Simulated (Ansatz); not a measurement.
## Molecular dynamics of BH₂F (part 5 of 5)

BH₂F; RKS PBE0-D4/def2-SVPD (Ansatz 0.2.0). It belongs to a series of runs on one base structure; here: dynamics from the start.

Geometry of the input (Å):
```
B  0.0000  0.0000  -0.0191
F  0.0000  0.0000  1.3041
H  1.0686  0.0000  -0.5775
H  -1.0686  0.0000  -0.5775
```

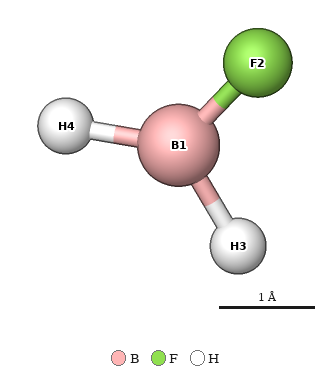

Figure 1. The geometry at step 212 of the log (ball-and-stick view, seen at a tilt; atoms are numbered from 1 in the order of the input).

### Trajectory as extended XYZ, continued
```
4
Properties=species:S:1:pos:R:3:forces:R:3 step=175 time_fs=43.8 energy=-3419.95806 temperature=504.2
B    -0.2963    0.3054    0.1706    3.6153   0.2137  -0.2330
F     0.2266   -0.1656    1.2836   -1.0587  -0.7244   1.3214
H     0.6904    0.8682   -0.2937   -1.0769   0.6712  -0.8814
H    -1.2756   -0.0651   -0.3040   -1.4797  -0.1605  -0.2071
4
Properties=species:S:1:pos:R:3:forces:R:3 step=176 time_fs=44.0 energy=-3419.94704 temperature=493.1
B    -0.2977    0.3055    0.1741    3.6157   0.3068  -0.3500
F     0.2265   -0.1650    1.2819   -1.0158  -0.8124   1.4884
H     0.6875    0.8675   -0.2899   -1.0461   0.6995  -0.9132
H    -1.2760   -0.0568   -0.3028   -1.5537  -0.1940  -0.2253
4
Properties=species:S:1:pos:R:3:forces:R:3 step=178 time_fs=44.5 energy=-3419.92717 temperature=510.1
B    -0.3001    0.3053    0.1805    3.4919   0.4689  -0.5926
F     0.2264   -0.1638    1.2786   -0.9300  -1.0086   1.8320
H     0.6809    0.8660   -0.2791   -0.9453   0.7755  -1.0139
H    -1.2806   -0.0379   -0.3006   -1.6167  -0.2358  -0.2256
4
Properties=species:S:1:pos:R:3:forces:R:3 step=179 time_fs=44.8 energy=-3419.92212 temperature=473.0
B    -0.3006    0.3051    0.1835    3.3442   0.5244  -0.7362
F     0.2265   -0.1630    1.2774   -0.8879  -1.1051   1.9947
H     0.6774    0.8652   -0.2742   -0.8820   0.8151  -1.0680
H    -1.2851   -0.0277   -0.3005   -1.5743  -0.2344  -0.1905
4
Properties=species:S:1:pos:R:3:forces:R:3 step=181 time_fs=45.2 energy=-3419.91755 temperature=433.4
B    -0.3000    0.3052    0.1891    2.8611   0.5486  -1.0198
F     0.2267   -0.1617    1.2754   -0.7961  -1.2901   2.3117
H     0.6677    0.8621   -0.2641   -0.6699   0.9447  -1.2128
H    -1.2954   -0.0090   -0.3010   -1.3951  -0.2032  -0.0790
4
Properties=species:S:1:pos:R:3:forces:R:3 step=182 time_fs=45.5 energy=-3419.91593 temperature=407.0
B    -0.2992    0.3056    0.1916    2.5655   0.5406  -1.1621
F     0.2266   -0.1610    1.2743   -0.7422  -1.3801   2.4697
H     0.6619    0.8611   -0.2593   -0.5414   1.0214  -1.2920
H    -1.3007   -0.0008   -0.3013   -1.2819  -0.1819  -0.0157
4
Properties=species:S:1:pos:R:3:forces:R:3 step=184 time_fs=46.0 energy=-3419.91290 temperature=347.6
B    -0.2988    0.3060    0.1966    2.0030   0.5410  -1.4637
F     0.2259   -0.1598    1.2730   -0.6493  -1.5371   2.7388
H     0.6519    0.8598   -0.2529   -0.3420   1.1313  -1.4098
H    -1.3143    0.0162   -0.3028   -1.0117  -0.1352   0.1348
4
Properties=species:S:1:pos:R:3:forces:R:3 step=186 time_fs=46.5 energy=-3419.90866 temperature=270.7
B    -0.2990    0.3064    0.2011    1.5545   0.5613  -1.7382
F     0.2247   -0.1592    1.2726   -0.5789  -1.6567   2.9419
H     0.6454    0.8589   -0.2486   -0.2215   1.1905  -1.4789
H    -1.3278    0.0312   -0.3046   -0.7541  -0.0951   0.2753
4
Properties=species:S:1:pos:R:3:forces:R:3 step=187 time_fs=46.8 energy=-3419.90883 temperature=259.3
B    -0.2986    0.3064    0.2031    1.3102   0.5659  -1.8668
F     0.2240   -0.1589    1.2727   -0.5390  -1.7085   3.0318
H     0.6421    0.8589   -0.2472   -0.1589   1.2162  -1.5103
H    -1.3350    0.0377   -0.3046   -0.6123  -0.0735   0.3452
4
Properties=species:S:1:pos:R:3:forces:R:3 step=189 time_fs=47.2 energy=-3419.91715 temperature=242.6
B    -0.2978    0.3063    0.2053    0.8877   0.5764  -2.0715
F     0.2226   -0.1584    1.2731   -0.4873  -1.7622   3.1155
H     0.6370    0.8597   -0.2488   -0.0860   1.2197  -1.5298
H    -1.3514    0.0515   -0.3049   -0.3145  -0.0339   0.4859
4
Properties=species:S:1:pos:R:3:forces:R:3 step=190 time_fs=47.5 energy=-3419.92473 temperature=273.7
B    -0.2972    0.3062    0.2062    0.7134   0.6113  -2.1891
F     0.2218   -0.1583    1.2734   -0.4608  -1.7798   3.1387
H     0.6356    0.8621   -0.2511   -0.0929   1.1864  -1.5062
H    -1.3597    0.0585   -0.3057   -0.1597  -0.0178   0.5566
4
Properties=species:S:1:pos:R:3:forces:R:3 step=192 time_fs=48.0 energy=-3419.94526 temperature=276.5
B    -0.2954    0.3057    0.2074    0.4363   0.7421  -2.4554
F     0.2201   -0.1585    1.2737   -0.3963  -1.8030   3.1621
H     0.6351    0.8712   -0.2587   -0.1935   1.0514  -1.3943
H    -1.3770    0.0714   -0.3064    0.1535   0.0095   0.6877
4
Properties=species:S:1:pos:R:3:forces:R:3 step=193 time_fs=48.2 energy=-3419.95347 temperature=311.6
B    -0.2944    0.3053    0.2082    0.3026   0.8177  -2.5937
F     0.2194   -0.1586    1.2737   -0.3578  -1.8161   3.1787
H     0.6352    0.8765   -0.2627   -0.2553   0.9758  -1.3321
H    -1.3859    0.0768   -0.3058    0.3105   0.0226   0.7471
4
Properties=species:S:1:pos:R:3:forces:R:3 step=195 time_fs=48.8 energy=-3419.96712 temperature=298.5
B    -0.2926    0.3046    0.2097    0.1162   1.0189  -2.8759
F     0.2186   -0.1590    1.2735   -0.2740  -1.8436   3.2082
H     0.6357    0.8906   -0.2715   -0.4201   0.7914  -1.1752
H    -1.4021    0.0873   -0.3039    0.5780   0.0333   0.8429
4
Properties=species:S:1:pos:R:3:forces:R:3 step=197 time_fs=49.2 energy=-3419.98268 temperature=403.6
B    -0.2906    0.3041    0.2100    0.0687   1.2547  -3.1137
F     0.2173   -0.1594    1.2730   -0.1945  -1.8459   3.1969
H     0.6392    0.9075   -0.2831   -0.6415   0.5578  -0.9732
H    -1.4149    0.0963   -0.2998    0.7674   0.0333   0.8900
4
Properties=species:S:1:pos:R:3:forces:R:3 step=198 time_fs=49.5 energy=-3419.99237 temperature=407.6
B    -0.2895    0.3040    0.2096    0.0575   1.3706  -3.2045
F     0.2162   -0.1598    1.2729   -0.1551  -1.8339   3.1676
H     0.6407    0.9172   -0.2900   -0.7525   0.4312  -0.8630
H    -1.4210    0.1004   -0.2963    0.8501   0.0320   0.8999
4
Properties=species:S:1:pos:R:3:forces:R:3 step=200 time_fs=50.0 energy=-3420.01038 temperature=414.6
B    -0.2878    0.3041    0.2087    0.0385   1.5728  -3.3114
F     0.2139   -0.1611    1.2728   -0.0909  -1.7910   3.0642
H     0.6422    0.9372   -0.3035   -0.9445   0.1918  -0.6562
H    -1.4333    0.1089   -0.2874    0.9969   0.0263   0.9034
4
Properties=species:S:1:pos:R:3:forces:R:3 step=201 time_fs=50.2 energy=-3420.02247 temperature=419.3
B    -0.2871    0.3043    0.2076    0.0449   1.6429  -3.2861
F     0.2129   -0.1620    1.2731   -0.0804  -1.7518   2.9684
H     0.6411    0.9464   -0.3096   -1.0026   0.0952  -0.5746
H    -1.4380    0.1145   -0.2826    1.0381   0.0136   0.8923
4
Properties=species:S:1:pos:R:3:forces:R:3 step=203 time_fs=50.8 energy=-3420.05375 temperature=489.5
B    -0.2857    0.3043    0.2047    0.0852   1.7443  -3.1259
F     0.2108   -0.1638    1.2749   -0.0854  -1.6381   2.7041
H     0.6365    0.9639   -0.3225   -1.0770  -0.0822  -0.4274
H    -1.4453    0.1269   -0.2711    1.0772  -0.0240   0.8492
4
Properties=species:S:1:pos:R:3:forces:R:3 step=204 time_fs=51.0 energy=-3420.07075 temperature=479.1
B    -0.2849    0.3041    0.2031    0.1112   1.7849  -3.0230
F     0.2095   -0.1646    1.2761   -0.0898  -1.5789   2.5690
H     0.6333    0.9717   -0.3287   -1.0939  -0.1587  -0.3649
H    -1.4474    0.1331   -0.2651    1.0724  -0.0473   0.8188
4
Properties=species:S:1:pos:R:3:forces:R:3 step=206 time_fs=51.5 energy=-3420.10190 temperature=481.2
B    -0.2837    0.3039    0.2005    0.1902   1.8841  -2.8285
F     0.2066   -0.1661    1.2787   -0.0914  -1.4768   2.3267
H     0.6256    0.9881   -0.3395   -1.1140  -0.3037  -0.2479
H    -1.4485    0.1461   -0.2537    1.0152  -0.1036   0.7497
4
Properties=species:S:1:pos:R:3:forces:R:3 step=208 time_fs=52.0 energy=-3420.13327 temperature=541.4
B    -0.2827    0.3043    0.1972    0.3216   1.9615  -2.5541
F     0.2042   -0.1675    1.2815   -0.1099  -1.3537   2.0333
H     0.6171    1.0063   -0.3497   -1.1296  -0.4475  -0.1386
H    -1.4478    0.1585   -0.2404    0.9179  -0.1603   0.6594
4
Properties=species:S:1:pos:R:3:forces:R:3 step=209 time_fs=52.2 energy=-3420.15016 temperature=522.2
B    -0.2824    0.3045    0.1953    0.3901   1.9830  -2.3827
F     0.2031   -0.1682    1.2828   -0.1190  -1.2902   1.8820
H     0.6114    1.0146   -0.3542   -1.1192  -0.5043  -0.1006
H    -1.4471    0.1640   -0.2317    0.8480  -0.1885   0.6013
4
Properties=species:S:1:pos:R:3:forces:R:3 step=211 time_fs=52.8 energy=-3420.18514 temperature=658.6
B    -0.2824    0.3046    0.1912    0.5713   1.9918  -1.9595
F     0.2013   -0.1698    1.2859   -0.1461  -1.1555   1.5591
H     0.5986    1.0280   -0.3617   -1.0693  -0.5875  -0.0570
H    -1.4441    0.1750   -0.2104    0.6441  -0.2487   0.4575
4
Properties=species:S:1:pos:R:3:forces:R:3 step=212 time_fs=53.0 energy=-3420.20212 temperature=666.2
B    -0.2823    0.3048    0.1891    0.6786   1.9765  -1.7279
F     0.2003   -0.1708    1.2878   -0.1618  -1.0775   1.3830
H     0.5921    1.0336   -0.3662   -1.0395  -0.6235  -0.0349
H    -1.4418    0.1798   -0.1990    0.5227  -0.2755   0.3798
4
Properties=species:S:1:pos:R:3:forces:R:3 step=214 time_fs=53.5 energy=-3420.23326 temperature=696.2
B    -0.2820    0.3055    0.1847    0.8924   1.9122  -1.2496
F     0.1983   -0.1733    1.2916   -0.1890  -0.9196   1.0346
H     0.5773    1.0425   -0.3756   -0.9464  -0.6651  -0.0077
H    -1.4357    0.1886   -0.1764    0.2430  -0.3274   0.2227
4
Properties=species:S:1:pos:R:3:forces:R:3 step=215 time_fs=53.8 energy=-3420.24768 temperature=749.1
B    -0.2816    0.3060    0.1822    0.9789   1.8502  -0.9865
F     0.1974   -0.1746    1.2934   -0.2026  -0.8391   0.8576
H     0.5687    1.0454   -0.3796   -0.8738  -0.6603  -0.0153
H    -1.4327    0.1926   -0.1647    0.0975  -0.3507   0.1441
4
Properties=species:S:1:pos:R:3:forces:R:3 step=217 time_fs=54.2 energy=-3420.27065 temperature=834.1
B    -0.2807    0.3073    0.1768    1.1050   1.6972  -0.4595
F     0.1954   -0.1778    1.2971   -0.2197  -0.6681   0.4936
H     0.5502    1.0510   -0.3893   -0.7157  -0.6420  -0.0310
H    -1.4280    0.1992   -0.1405   -0.1696  -0.3871  -0.0031
4
Properties=species:S:1:pos:R:3:forces:R:3 step=219 time_fs=54.8 energy=-3420.28242 temperature=888.5
B    -0.2796    0.3089    0.1710    1.2463   1.5352   0.0624
F     0.1930   -0.1816    1.3002   -0.2181  -0.5007   0.1459
H     0.5299    1.0578   -0.3993   -0.5443  -0.6121  -0.0530
H    -1.4215    0.2035   -0.1164   -0.4839  -0.4224  -0.1552
4
Properties=species:S:1:pos:R:3:forces:R:3 step=220 time_fs=55.0 energy=-3420.28484 temperature=873.9
B    -0.2793    0.3101    0.1677    1.2864   1.4338   0.3275
F     0.1919   -0.1834    1.3017   -0.2230  -0.4092  -0.0418
H     0.5197    1.0610   -0.4047   -0.4579  -0.5909  -0.0680
H    -1.4199    0.2051   -0.1050   -0.6055  -0.4337  -0.2176
4
Properties=species:S:1:pos:R:3:forces:R:3 step=222 time_fs=55.5 energy=-3420.28631 temperature=777.0
B    -0.2792    0.3130    0.1609    1.2618   1.1861   0.8301
F     0.1893   -0.1872    1.3049   -0.2406  -0.2185  -0.4196
H     0.4989    1.0663   -0.4160   -0.2783  -0.5269  -0.1059
H    -1.4201    0.2059   -0.0860   -0.7429  -0.4406  -0.3046
4
Properties=species:S:1:pos:R:3:forces:R:3 step=223 time_fs=55.8 energy=-3420.28477 temperature=703.1
B    -0.2792    0.3143    0.1578    1.2118   1.0636   1.0503
F     0.1880   -0.1889    1.3065   -0.2459  -0.1319  -0.5882
H     0.4885    1.0688   -0.4213   -0.1884  -0.4902  -0.1271
H    -1.4209    0.2055   -0.0781   -0.7775  -0.4416  -0.3349
4
Properties=species:S:1:pos:R:3:forces:R:3 step=225 time_fs=56.2 energy=-3420.27574 temperature=678.2
B    -0.2790    0.3172    0.1519    1.0962   0.8297   1.4610
F     0.1856   -0.1917    1.3095   -0.2427   0.0276  -0.8941
H     0.4683    1.0742   -0.4319   -0.0168  -0.4168  -0.1722
H    -1.4225    0.2045   -0.0614   -0.8368  -0.4405  -0.3948
4
Properties=species:S:1:pos:R:3:forces:R:3 step=226 time_fs=56.5 energy=-3420.26938 temperature=622.8
B    -0.2789    0.3188    0.1491    1.0305   0.7022   1.6553
F     0.1844   -0.1933    1.3107   -0.2391   0.1031  -1.0323
H     0.4585    1.0757   -0.4372    0.0763  -0.3664  -0.2024
H    -1.4230    0.2041   -0.0540   -0.8678  -0.4389  -0.4206
4
Properties=species:S:1:pos:R:3:forces:R:3 step=228 time_fs=57.0 energy=-3420.25424 temperature=586.1
B    -0.2785    0.3221    0.1442    0.8986   0.4493   1.9954
F     0.1817   -0.1967    1.3130   -0.2241   0.2453  -1.2748
H     0.4401    1.0767   -0.4492    0.2561  -0.2618  -0.2574
H    -1.4232    0.2032   -0.0411   -0.9306  -0.4328  -0.4632
4
Properties=species:S:1:pos:R:3:forces:R:3 step=230 time_fs=57.5 energy=-3420.23760 temperature=480.2
B    -0.2774    0.3255    0.1397    0.6839   0.1891   2.2923
F     0.1793   -0.1999    1.3149   -0.1975   0.3729  -1.4797
H     0.4235    1.0765   -0.4613    0.4326  -0.1477  -0.3213
H    -1.4248    0.2019   -0.0290   -0.9189  -0.4143  -0.4913
4
Properties=species:S:1:pos:R:3:forces:R:3 step=231 time_fs=57.8 energy=-3420.22986 temperature=428.0
B    -0.2768    0.3270    0.1377    0.5647   0.0719   2.4106
F     0.1782   -0.2013    1.3157   -0.1815   0.4320  -1.5687
H     0.4161    1.0762   -0.4680    0.5019  -0.1041  -0.3415
H    -1.4264    0.2003   -0.0232   -0.8851  -0.3998  -0.5003
4
Properties=species:S:1:pos:R:3:forces:R:3 step=233 time_fs=58.2 energy=-3420.21519 temperature=382.7
B    -0.2756    0.3303    0.1343    0.3022  -0.1678   2.6162
F     0.1760   -0.2041    1.3172   -0.1476   0.5431  -1.7223
H     0.4027    1.0747   -0.4813    0.6335  -0.0122  -0.3831
H    -1.4299    0.1963   -0.0136   -0.7881  -0.3631  -0.5108
4
Properties=species:S:1:pos:R:3:forces:R:3 step=234 time_fs=58.5 energy=-3420.20760 temperature=367.9
B    -0.2751    0.3320    0.1328    0.1625  -0.2892   2.7107
F     0.1748   -0.2053    1.3179   -0.1301   0.5948  -1.7897
H     0.3965    1.0734   -0.4879    0.6981   0.0366  -0.4070
H    -1.4319    0.1942   -0.0092   -0.7304  -0.3422  -0.5140
4
Properties=species:S:1:pos:R:3:forces:R:3 step=236 time_fs=59.0 energy=-3420.19382 temperature=318.7
B    -0.2741    0.3356    0.1300   -0.0693  -0.4998   2.8542
F     0.1725   -0.2076    1.3191   -0.1003   0.6953  -1.9126
H     0.3862    1.0710   -0.5017    0.7889   0.1030  -0.4254
H    -1.4355    0.1894   -0.0028   -0.6193  -0.2984  -0.5163
4
Properties=species:S:1:pos:R:3:forces:R:3 step=237 time_fs=59.2 energy=-3420.18799 temperature=295.2
B    -0.2734    0.3373    0.1290   -0.1878  -0.5890   2.9017
F     0.1713   -0.2086    1.3198   -0.0830   0.7417  -1.9647
H     0.3824    1.0704   -0.5084    0.8152   0.1194  -0.4206
H    -1.4377    0.1865    0.0001   -0.5444  -0.2722  -0.5163
4
Properties=species:S:1:pos:R:3:forces:R:3 step=239 time_fs=59.8 energy=-3420.17846 temperature=258.0
B    -0.2716    0.3405    0.1274   -0.4520  -0.7521   2.9579
F     0.1690   -0.2106    1.3209   -0.0436   0.8225  -2.0439
H     0.3763    1.0688   -0.5214    0.8504   0.1404  -0.4016
H    -1.4431    0.1800    0.0053   -0.3548  -0.2108  -0.5124
4
Properties=species:S:1:pos:R:3:forces:R:3 step=241 time_fs=60.2 energy=-3420.17220 temperature=248.5
B    -0.2695    0.3432    0.1264   -0.7276  -0.8792   2.9442
F     0.1669   -0.2125    1.3217   -0.0031   0.8924  -2.0983
H     0.3726    1.0671   -0.5353    0.8435   0.1244  -0.3465
H    -1.4504    0.1720    0.0087   -0.1128  -0.1376  -0.4993
4
Properties=species:S:1:pos:R:3:forces:R:3 step=242 time_fs=60.5 energy=-3420.16902 temperature=210.0
B    -0.2685    0.3444    0.1260   -0.8521  -0.9234   2.9186
F     0.1659   -0.2133    1.3220    0.0149   0.9238  -2.1222
H     0.3714    1.0669   -0.5422    0.8252   0.1007  -0.3053
H    -1.4544    0.1682    0.0098    0.0121  -0.1012  -0.4911
4
Properties=species:S:1:pos:R:3:forces:R:3 step=244 time_fs=61.0 energy=-3420.16323 temperature=195.8
B    -0.2666    0.3464    0.1255   -1.0495  -0.9668   2.8196
F     0.1642   -0.2148    1.3225    0.0477   0.9794  -2.1589
H     0.3705    1.0676   -0.5565    0.7543   0.0188  -0.1886
H    -1.4622    0.1607    0.0108    0.2475  -0.0314  -0.4721
4
Properties=species:S:1:pos:R:3:forces:R:3 step=245 time_fs=61.2 energy=-3420.16091 temperature=188.5
B    -0.2657    0.3472    0.1255   -1.1183  -0.9673   2.7453
F     0.1634   -0.2155    1.3225    0.0651   1.0021  -2.1672
H     0.3710    1.0681   -0.5639    0.7043  -0.0365  -0.1151
H    -1.4654    0.1571    0.0109    0.3489   0.0017  -0.4630
4
Properties=species:S:1:pos:R:3:forces:R:3 step=247 time_fs=61.8 energy=-3420.15690 temperature=169.8
B    -0.2638    0.3489    0.1260   -1.1935  -0.9369   2.5598
F     0.1618   -0.2167    1.3225    0.1013   1.0400  -2.1672
H     0.3736    1.0695   -0.5788    0.5816  -0.1663   0.0549
H    -1.4704    0.1500    0.0108    0.5107   0.0633  -0.4474
4
Properties=species:S:1:pos:R:3:forces:R:3 step=248 time_fs=62.0 energy=-3420.15524 temperature=157.4
B    -0.2631    0.3496    0.1264   -1.2025  -0.9103   2.4569
F     0.1609   -0.2173    1.3224    0.1182   1.0547  -2.1604
H     0.3755    1.0703   -0.5859    0.5158  -0.2340   0.1438
H    -1.4720    0.1467    0.0103    0.5684   0.0896  -0.4403
4
Properties=species:S:1:pos:R:3:forces:R:3 step=250 time_fs=62.5 energy=-3420.15283 temperature=142.1
B    -0.2620    0.3510    0.1277   -1.1791  -0.8484   2.2410
F     0.1593   -0.2184    1.3220    0.1496   1.0772  -2.1343
H     0.3798    1.0715   -0.5993    0.3867  -0.3628   0.3188
H    -1.4736    0.1410    0.0085    0.6428   0.1341  -0.4254
```
